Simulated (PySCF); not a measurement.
# SiNH4SeF (SMILES N[SiH](F)[SeH]): levels of theory compared

Wanted: a comparison of 6 runs (HF/3-21G, BLYP/6-31G*, M06-2X/6-31G*, PBE/6-31G*, PBE0/6-31G*, wB97X/6-31G*) of SiNH4SeF. Input form: a Python script.

The results are computed with PySCF 2.14.0.

3 further runs of the same task are left out: 3 set aside as unsound or not needed.

## (1) The molecule

SiNH4SeF has 8 atoms, charge 0, and is taken as a singlet. SMILES: `N[SiH](F)[SeH]`. The coordinates come from a PBE0-D4/def2-TZVP relaxation. This is one conformer, not always the lowest.

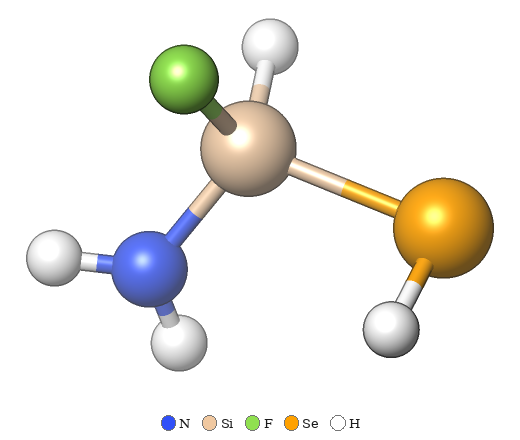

The structure, seen from a chosen angle (nitrogen blue, silicon light orange, fluorine green, selenium orange, hydrogen white).

## (2) A single-point energy at HF/3-21G (run 1)

Contents of calc.py:

```python
from pyscf import gto

mol = gto.Mole()
mol.atom = [
    ('N', (-0.341900, 1.117600, -0.255700)),
    ('Si', (0.643300, -0.193300, 0.171700)),
    ('F', (0.884000, -0.059400, 1.744300)),
    ('Se', (-0.373900, -2.119000, -0.437200)),
    ('H', (-0.871400, 1.120300, -1.110000)),
    ('H', (-0.189000, 2.040800, 0.115900)),
    ('H', (1.998900, -0.274000, -0.419100)),
    ('H', (-1.657800, -1.690100, 0.134300)),
]
mol.verbose = 3
mol.charge = 0
mol.max_memory = 1860
mol.basis = '3-21g'
mol.build()

myscf = mol.RHF()
myscf.conv_tol = 1e-10
myscf.kernel()
if not myscf.converged:
    myscf = myscf.newton().run(myscf.mo_coeff, myscf.mo_occ)

etot = myscf.e_tot
print('Final energy', etot)
```

Started as:

```console
$ OMP_NUM_THREADS=1 python calc.py
```

Output:

```text
converged SCF energy = -2831.34598604784
Final energy -2831.3459860478415
```

It took 1.7 s on 1 thread of AMD EPYC 7R43 (Zen 3), shared host; peak memory 0.13 GiB.

## (3) The energy at BLYP/6-31G(d) (spherical functions) (run 2)

Contents of input.py:

```python
from pyscf import gto, dft

system = gto.Mole()
system.atom = '''
N   -0.341900   1.117600  -0.255700
Si   0.643300  -0.193300   0.171700
F    0.884000  -0.059400   1.744300
Se  -0.373900  -2.119000  -0.437200
H   -0.871400   1.120300  -1.110000
H   -0.189000   2.040800   0.115900
H    1.998900  -0.274000  -0.419100
H   -1.657800  -1.690100   0.134300
'''
system.charge = 0
system.spin = 0
system.max_memory = 1860
system.verbose = 3
system.basis = '6-31g*'
system.build()

calc0 = dft.RKS(system, xc='blyp')
calc0.grids.level = 5
calc0.conv_tol = 1e-10
calc0.kernel()
if not calc0.converged:
    calc0 = calc0.newton().run(calc0.mo_coeff, calc0.mo_occ)

e_tot = calc0.e_tot
print(f'total energy: {e_tot:.8f} hartree')
```

Started as:

```console
$ OMP_NUM_THREADS=1 python input.py
```

Output:

```text
converged SCF energy = -2847.82678962597
total energy: -2847.82678963 hartree
```

It took 21 s on 1 thread of AMD EPYC 7R43 (Zen 3), shared host; peak memory 0.45 GiB.

Runs 3 to 5 aren't shown in full; the table further down has their settings and results.

## (4) A single-point energy at wB97X/6-31G(d) (spherical functions) (run 6)

Contents of calc.py:

```python
from pyscf import gto, dft

system = gto.Mole()
system.atom = '''
N   -0.341900   1.117600  -0.255700
Si   0.643300  -0.193300   0.171700
F    0.884000  -0.059400   1.744300
Se  -0.373900  -2.119000  -0.437200
H   -0.871400   1.120300  -1.110000
H   -0.189000   2.040800   0.115900
H    1.998900  -0.274000  -0.419100
H   -1.657800  -1.690100   0.134300
'''
system.verbose = 4
system.max_memory = 1860
system.charge = 0
system.basis = '6-31g*'
system.build()

calc0 = dft.RKS(system, xc='wb97x')
calc0.conv_tol = 1e-10
calc0.grids.level = 5
calc0.kernel()
if not calc0.converged:
    calc0 = calc0.newton().run(calc0.mo_coeff, calc0.mo_occ)

etot = calc0.e_tot
print('Final energy', etot)
```

Started as:

```console
$ OMP_NUM_THREADS=1 python calc.py
```

Output:

```text
PySCF version 2.14.0

[... 79 lines left out ...]
converged SCF energy = -2847.83030023999
Final energy -2847.83030023999
```

Run time: 74 s. Hardware: 1 thread of AMD EPYC 7R43 (Zen 3), shared host; peak memory 0.45 GiB.

## (5) The series

```csv
run,level,integration grid,energy (Eh),dipole moment (D),HOMO energy (eV),LUMO energy (eV),wall time
1,HF/3-21G,–,-2831.345986,3.22,-9.94,4.29,1.7 s
2,BLYP/6-31G* (spherical functions),5,-2847.826790,2.62,-5.76,-0.29,21 s
3,M06-2X/6-31G* (spherical functions),5,-2847.761249,2.77,-8.34,1.37,39 s
4,PBE/6-31G* (spherical functions),5,-2847.156196,2.67,-5.98,-0.40,22 s
5,PBE0/6-31G* (spherical functions),5,-2847.271952,2.73,-7.19,0.52,22 s
6,wB97X/6-31G* (spherical functions),5,-2847.830300,2.72,-9.45,2.75,74 s
```

## (6) Results

```
            quantity           value
 run 6: total energy  -2847.83030 Eh
run 6: dipole moment          2.72 D
  run 6: HOMO energy        -9.45 eV
  run 6: LUMO energy         2.75 eV
run 6: HOMO–LUMO gap        12.20 eV
```

The dipole moment (its size) runs from 2.62 D (BLYP/6-31G*) to 3.22 D (HF/3-21G). The two ends differ in method and basis. The HOMO–LUMO gap runs from 5.47 eV (BLYP/6-31G*) to 14.23 eV (HF/3-21G). Totals of different functionals can't be ranked against each other. All runs together took 3 min, the longest 74 s.
